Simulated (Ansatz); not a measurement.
# Cl2Ga2H4O2: what the fields show

```xyz
10

Cl    1.4894    0.0682    2.6504
Cl   -1.4900   -0.0680   -2.6502
Ga    1.2429   -0.5425    0.5917
Ga   -1.2429    0.5425   -0.5915
O    -0.6088   -1.0551    0.3105
O     0.6089    1.0549   -0.3106
H     2.2666   -1.4323   -0.1557
H    -0.8243   -1.9145   -0.0698
H    -2.2663    1.4323    0.1562
H     0.8246    1.9145    0.0691
```

Geometry: PBE0-D4/def2-SVP.

Level of theory: isolated molecule in a Gaussian basis; Kohn-Sham density functional theory, functional PBE0 in Ansatz 0.2.0.

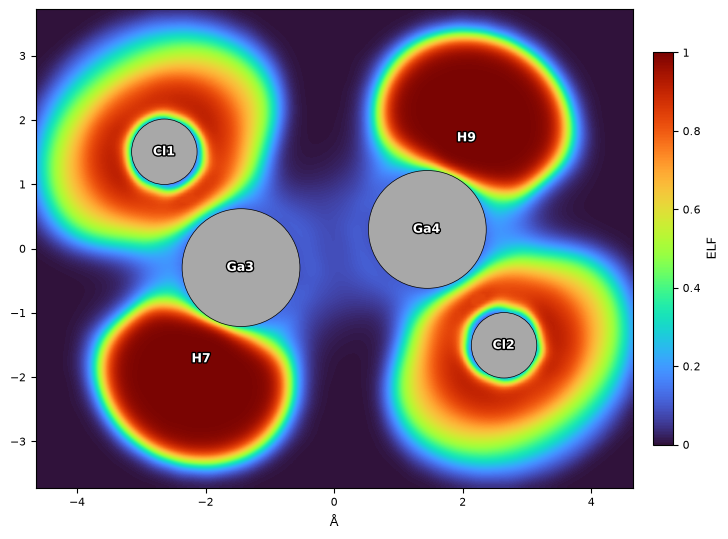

Figure 1. ELF on the plane of atoms Cl1, Ga3 and H7. Grey discs cover the atomic cores.

Question: Describe what can be read from this map.

Answer: Atoms in the plane: Cl, Ga and H. Ga–Cl (2.16 Å): the ELF peaks at about 0.85 in the valence shell of Cl, 0.9 Å from its nucleus, and is about 0.55 at the midpoint. Ga–H (1.55 Å): the ELF climbs to about 1 towards the hydrogen. The ELF also peaks beside Cl2 and Cl1, away from the bonds: lone-pair regions.

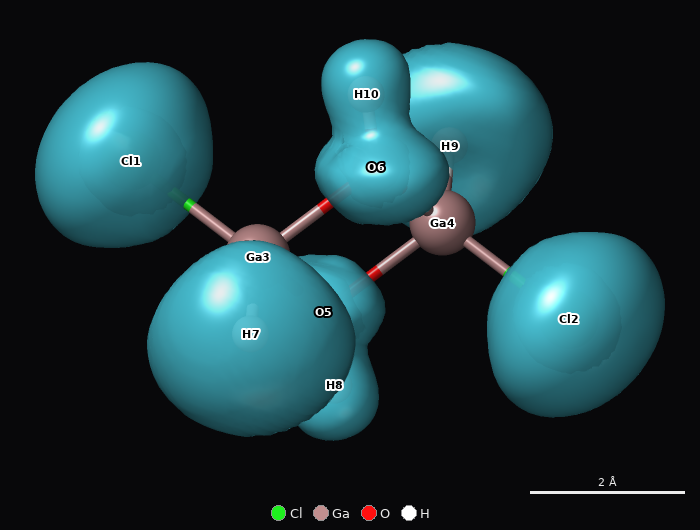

Figure 2. Isosurface of the electron localisation function at 0.75 (cyan), seen at a tilt. Core shells and regions of very low density are left out.

Question: Where are the electrons localised?

Answer: The surface consists of two regions around hydrogen nuclei, two regions wrapped around Cl (the valence shell of each) and two joined regions spread over several atoms (H, O), in which their bonds and any lone pairs are merged.


Ga–O (1.94 Å): the ELF peaks at about 0.90 in the valence shell of O, 0.6 Å from its nucleus, and is about 0.20 at the midpoint.

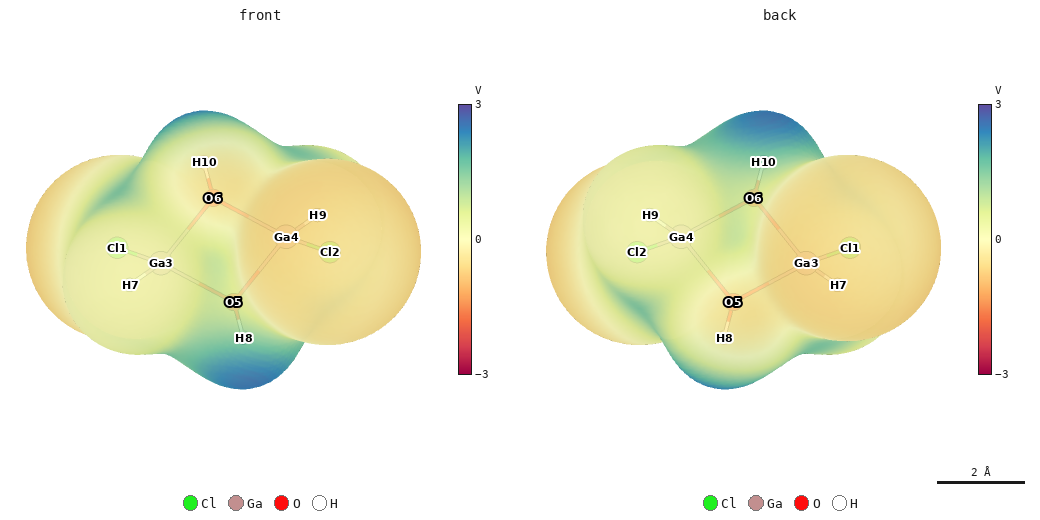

Figure 3. The electrostatic potential painted on the density surface at 0.001 e/bohr³, seen from the front and from behind; the colour scale runs from red (negative) to blue (positive).

Question: Where is the surface potential most negative and most positive?

Answer: The most negative region (about −0.7 V, or −16 kcal/mol for a unit charge) lies over Cl1 and Cl2, the most positive (about +2.5 V, or +58 kcal/mol for a unit charge) over H8 and H10.

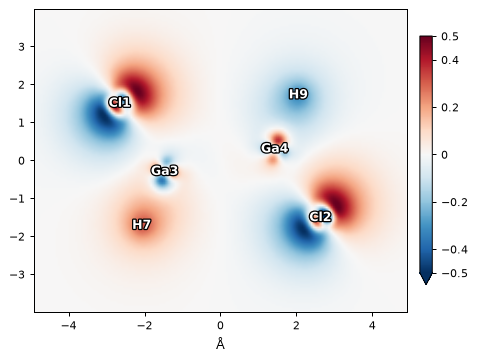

Figure 4. One frontier orbital on the plane of atoms Cl1, Ga3 and H7 (values in Å⁻³ᐟ²; the overall sign is arbitrary).

Question: Which orbital is it: HOMO or LUMO?

Answer: The HOMO, at −8.79 eV. Its weight (Hirshfeld) is mainly on Cl1 (about 35 %) and Cl2 (about 35 %); it is ungerade (odd under inversion); largely a combination of lone pairs on Cl1 and Cl2.
